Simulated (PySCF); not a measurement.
# F₄Ta (charge +1): what the fields show

The calculation's input:

```
mol = gto.M(atom='''
Ta     0.00000    -0.00000    -0.00000
F      1.05544     1.05544     1.05544
F     -1.05544    -1.05544     1.05544
F      1.05544    -1.05544    -1.05544
F     -1.05544     1.05544    -1.05544''',
    basis={'Ta': 'def2-SVP', 'F': 'def2-SVP'},
    ecp={'Ta': 'def2-SVP'},
    charge=1, spin=0)
mf = dft.RKS(mol, xc='B88,P86')
mf.grids.atom_grid = (75, 302)  # f atoms: at least (60, 302), unpruned
mf = mf.density_fit()  # Ta def2-universal-JKFIT, F def2-universal-JKFIT
mf.conv_tol = 1e-09; mf.max_cycle = 55
mf.kernel(dm0)
```

Command:

```sh
OMP_NUM_THREADS=2 python run.py
```

Core potentials replace the inner electrons of Ta.

These are results of RKS BP86, Ta def2-SVP with ECP60, F def2-SVP; non-relativistic Hamiltonian with scalar-relativistic core potentials where named; density fitting (PySCF), not measurements.

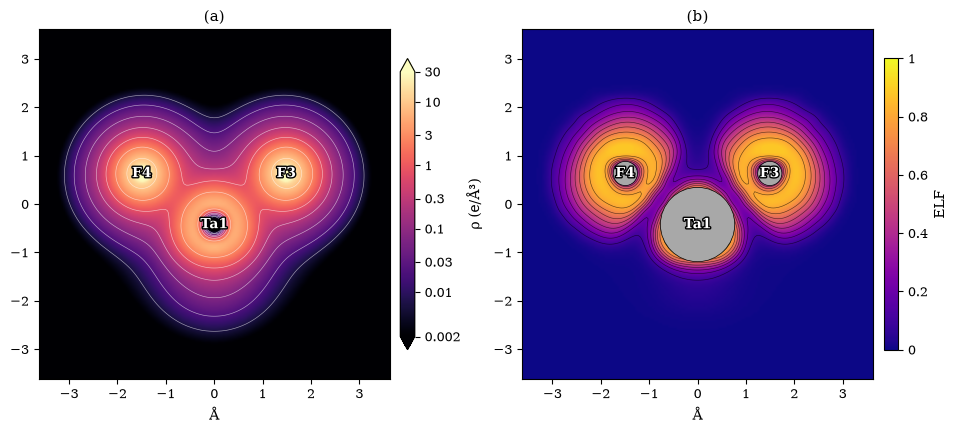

Figure 1. (a) electron density; (b) electron localisation function on the plane of atoms F3, Ta1 and F4. Grey discs cover the atomic cores in the ELF map.

Question: Read the bonding off the picture.

Answer: The section cuts through Ta and F sites. Ta–F (1.83 Å): ρ at the midpoint is about 1.2 e/Å³; the ELF peaks at about 0.80 in the valence shell of F, 0.5 Å from its nucleus, and drops to about 0.25 between the two atoms.

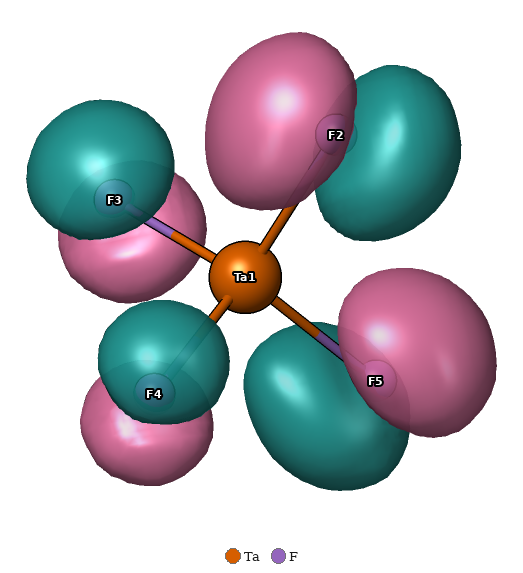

Figure 2. The HOMO at ±0.1 Å⁻³ᐟ² (teal and pink are the two phases), seen from one side.

Question: Where does this orbital lie, and at what energy?

Answer: Its weight (Hirshfeld) is mainly on F2 (about 35 %), F5 (about 35 %), F3 (about 15 %) and F4 (about 15 %); largely a combination of lone pairs on F2, F5, F3 and F4. It is one of a degenerate set, so its orientation is arbitrary. Its energy is −17.58 eV.

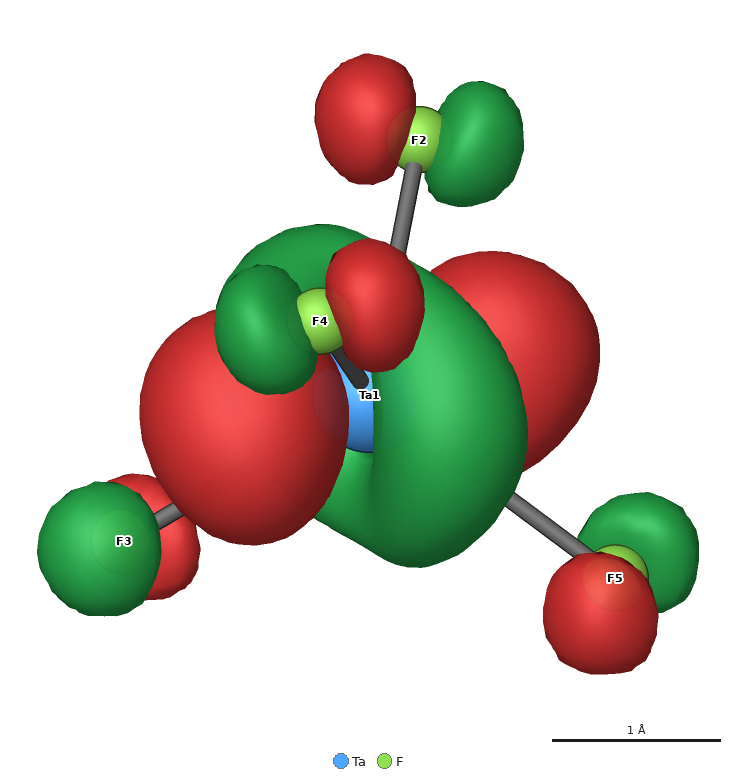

Figure 3. The LUMO at ±0.2 Å⁻³ᐟ² (green and red are the two phases), seen at a tilt.

Question: Where does this orbital lie, and at what energy?

Answer: It lies mainly on Ta1 (about 70 %), F2 (about 10 %), F3 (about 10 %), F4 (about 10 %) and F5 (about 10 %). It is one of a degenerate set, so its orientation is arbitrary. Its energy is −10.44 eV.
